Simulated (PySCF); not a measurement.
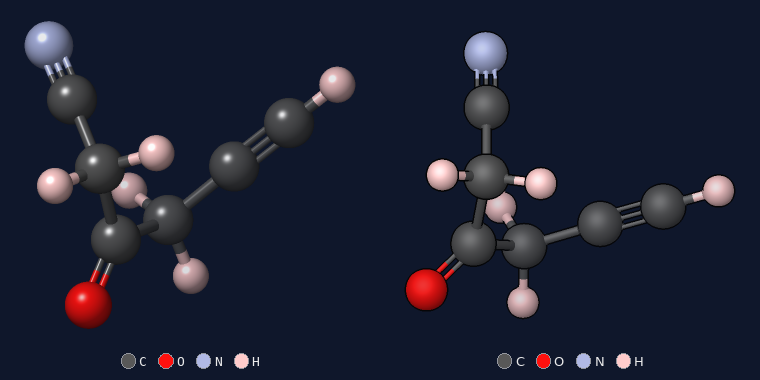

The same structure drawn twice, from different directions.

The geometry was computed by an optimisation with GFN2-xTB. No frequency run is at hand to confirm it as a minimum.

Describe the molecule.

The molecule is C₆H₅NO. Its SMILES string is `C#CCC(=O)CC#N`. It has no ring. Among its groups: ketone, nitrile, alkyne. This geometry has C1 symmetry. Coordination: 3 C linear; 2 C tetrahedral; 1 C trigonal planar.

The parts below concern this one geometry. Atoms keep their numbers from picture to picture.

### Shape

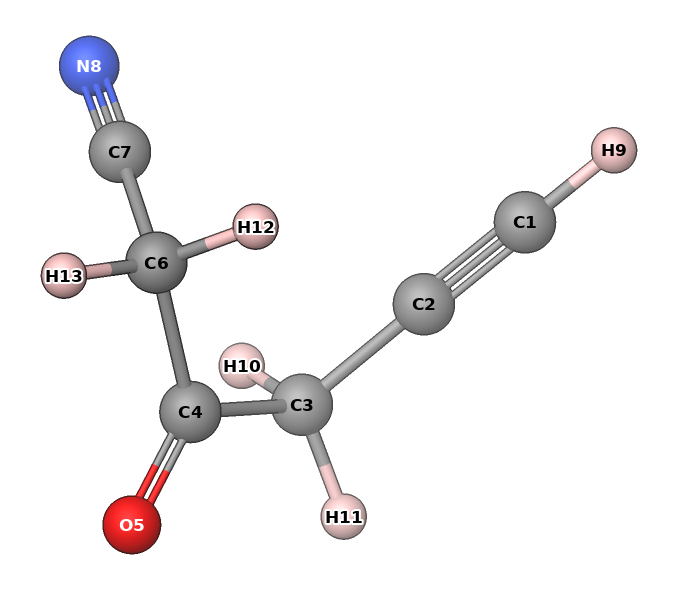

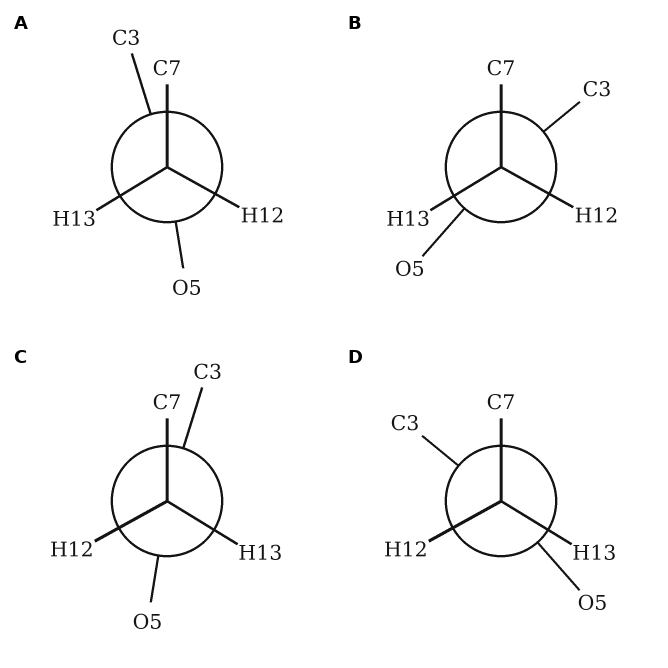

Distant atoms are faded towards the background colour. Bonds that would overlap in a projection are set slightly apart. No frequency run is at hand to confirm it as a minimum.

**Which Newman projection shows the view along C6–C4, with C6 in front?**

B. The torsion angle C7–C6–C4–O5 is −129°, anticlinal.

### Electronic properties

No frequency run is at hand to confirm it as a minimum. Properties computed with PBE0/def2-SVPD, gas phase (PySCF 2.14.0). Excitations: vertical, linear response.

**Estimate the dipole moment.**

2.56 D.

**Give the LUMO energy (Kohn–Sham orbital) at this level.**

−1.56 eV.

**What is the HOMO energy (Kohn–Sham orbital)?**

−8.02 eV.

**What is the mean static polarisability?**

71.8 bohr³.

### Bond orders

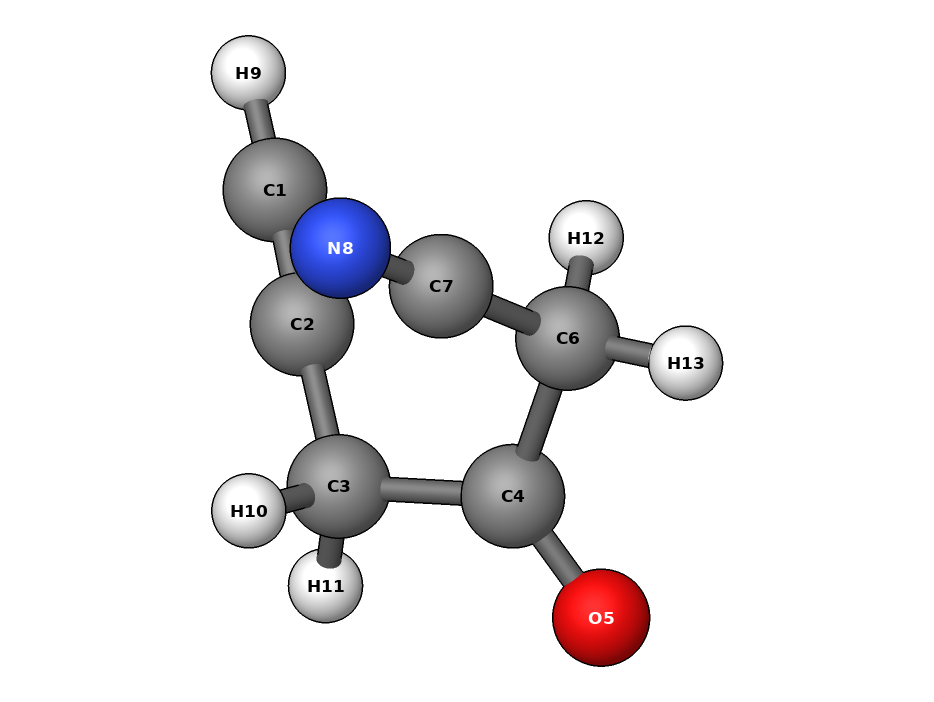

Every bond is drawn as one stick. No frequency run is at hand to confirm it as a minimum. Computed with PBE0/pcSseg-1 (PySCF 2.14.0).

**Which bond has the highest Mayer bond order?**

C7–N8, 3.04, at a length of 1.143 Å.

List the Mayer bond orders of C1–C2, C1–H9, C2–C3, C3–C4, C3–H10, C3–H11, C4–O5, C4–C6, C6–C7, C6–H12, C6–H13, C7–N8.

```tsv
bond	Mayer order	length (Å)
C1–C2	2.58	1.196
C1–H9	1.15	1.049
C2–C3	1.02	1.447
C3–C4	0.98	1.515
C3–H10	0.88	1.097
C3–H11	0.91	1.093
C4–O5	2.06	1.199
C4–C6	0.96	1.528
C6–C7	1.00	1.439
C6–H12	0.89	1.094
C6–H13	0.91	1.094
C7–N8	3.04	1.143
```

### NMR shielding

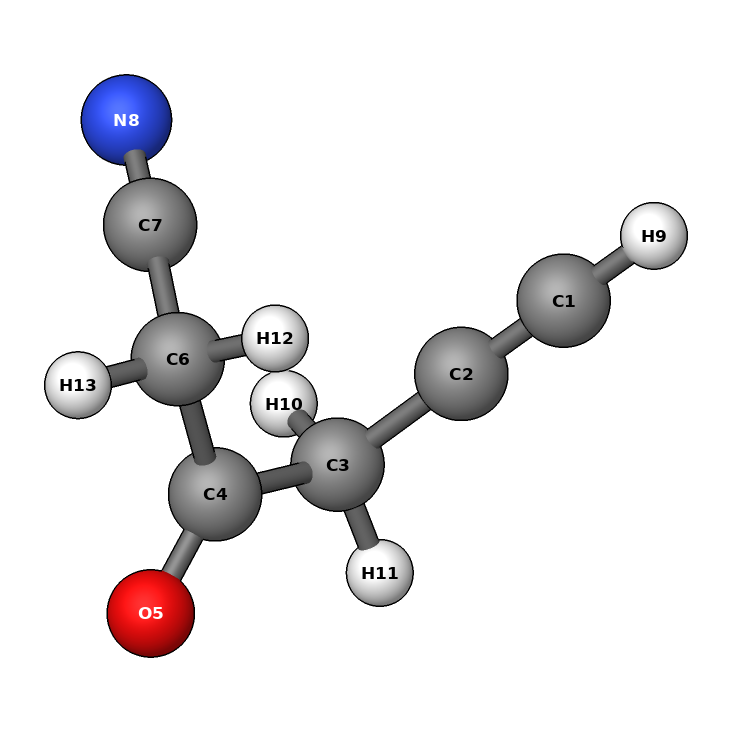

No frequency run is at hand to confirm it as a minimum. Method: GIAO PBE0/pcSseg-1 NMR shielding, non-relativistic, gas phase (PySCF 2.14.0). Principal shieldings σ11 ≤ σ22 ≤ σ33, span Ω = σ33 − σ11, skew κ = 3(σiso − σ22)/Ω.

Give the shielding tensors of the O atoms.

```
atom     σ11     σ22    σ33    σiso       Ω     κ
  O5  −965.4  −436.8  308.0  −364.7  1273.3  0.17
```

Shieldings and span in ppm.
